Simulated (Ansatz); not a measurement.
Ga4SbN3

Input file:

```
crystal:
  lattice:
    - [1.5823510091, 0.9135707811, 14.2602665592]
    - [-1.5823510091, 0.9135707811, 14.2602665592]
    - [0.0, -1.8271415621, 14.2602665592]
  atoms:
    - { symbol: "N", position: [0.0232042677, 0.0232042677, 0.0232042677] }
    - { symbol: "N", position: [0.7504590723, 0.7504590723, 0.7504590723] }
    - { symbol: "N", position: [0.4778940828, 0.4778940828, 0.4778940828] }
    - { symbol: Sb, position: [0.2237392451, 0.2237392451, 0.2237392451] }
    - { symbol: Ga, position: [0.7049320545, 0.7049320545, 0.7049320545] }
    - { symbol: Ga, position: [0.43244304, 0.43244304, 0.43244304] }
    - { symbol: Ga, position: [0.1605302235, 0.1605302235, 0.1605302235] }
    - { symbol: Ga, position: [0.9767980142, 0.9767980142, 0.9767980142] }
kpoints:
  mp_grid: { grid: [10, 10, 10] }
  band_path:
    path:
      - [[0.0, 0.0, 0.0], [-0.5, -0.5, -0.5], [-0.5, -0.1694028037719, -0.8305971962281]]
      - [[-0.1694028037719, 0.1694028037719, -0.5], [-1.769652288666e-16, -3.560724302375e-17, -0.5], [0.0, 0.0, 0.0], [-3.341774176551e-16, 0.334701401886, -0.334701401886]]
      - [[-0.334701401886, -6.352932307583e-17, -0.665298598114], [-0.5, -6.352932307583e-17, -0.5], [0.0, 0.0, 0.0]]
    npoints: 10
hamiltonian:
  xc: pbe
scf:
  occupations: { method: fermi_dirac, width: 0.02 }
  n_extra_bands: 6
output:
  forces: true
  stress: true
  eigenvalues: true
  write_density: true
  write_potential: true
  elf: true
  volumetric_format: npy
```

Launched as:

```sh
ansatz run input.yaml --threads 4 --pin off --max-ram 6451MiB --backend cpu --events-out ev --progress --plain --runs-dir out
```

Below, planes, directions and counts refer to the conventional cell (a = 3.16 Å, b = 3.16 Å, c = 42.78 Å, α = 90.00°, β = 90.00°, γ = 120.00°).

Space group R3m; started from the ordered alloy on zincblende lattice prototype, which need not be the ambient phase; not relaxed (largest force 0.4 eV/Å); computed pressure about 4 GPa in this cell.

Theory: DFT, PBE, plane waves, PAW in Ansatz 0.2.0.

In a PAW calculation such maps are meaningful between the atoms, not at the nuclei.

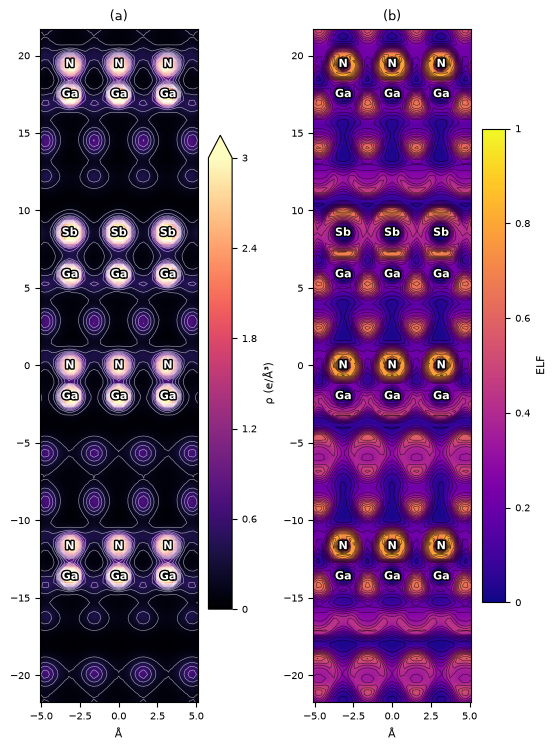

Figure 1. (a) valence pseudo-density; (b) ELF on the (100) plane of the conventional cell.

Q: Read the bonding off the picture.

A:
- The plane passes through N, Sb and Ga nuclei.
- Atoms just off the plane (N, 0.9 Å away, Sb, 0.9 Å away and Ga, 0.9 Å away) can leave unmarked features too.
- Ga–N (1.95 Å): the density is about 0.77 e/Å³ at the midpoint; the ELF peaks at about 0.85 in the valence shell of N, 0.6 Å from its nucleus, and is about 0.50 at the midpoint.
- Ga–Sb (2.70 Å): ρ is about 0.4 e/Å³ halfway; the ELF peaks at about 0.75 between the atoms.
- Sb–Sb (3.16 Å): the density is about 0.21 e/Å³ at the midpoint; the ELF is about 0.40 at the midpoint.
- Ga–N (1.99 Å): ρ at the midpoint is about 0.71 e/Å³; the ELF peaks at about 0.85 in the valence shell of N, 0.6 Å from its nucleus, and is about 0.45 at the midpoint.
- Between the atoms the lowest density in this plane is 0.02 e/Å³.

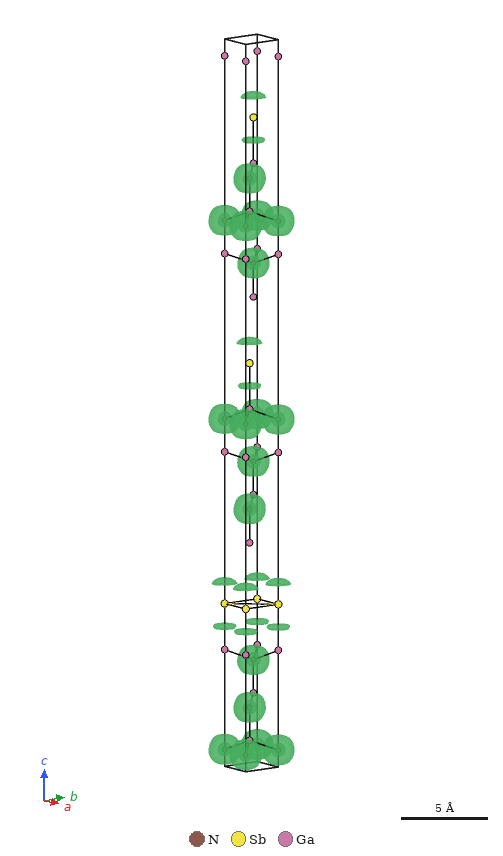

Figure 2. Isosurface of the electron localisation function at 0.65 (green), seen slightly off an axis. Core shells and regions of very low density are left out. Sticks mark near contacts.

Q: Describe the localisation domains.

A: The surface consists of three regions between bonded Ga–Sb atoms (shared pairs), nine regions wrapped around N (the valence shell of each) and three pockets between the atoms, centred on no nucleus (multi-centre or interstitial), counted in one cell of 24 atoms. Any copies at cell faces, edges or corners count once. Profiles from the grid: Ga–N (1.94 Å): the ELF peaks at about 0.85 in the valence shell of N, 0.7 Å from its nucleus, and is about 0.45 at the midpoint.
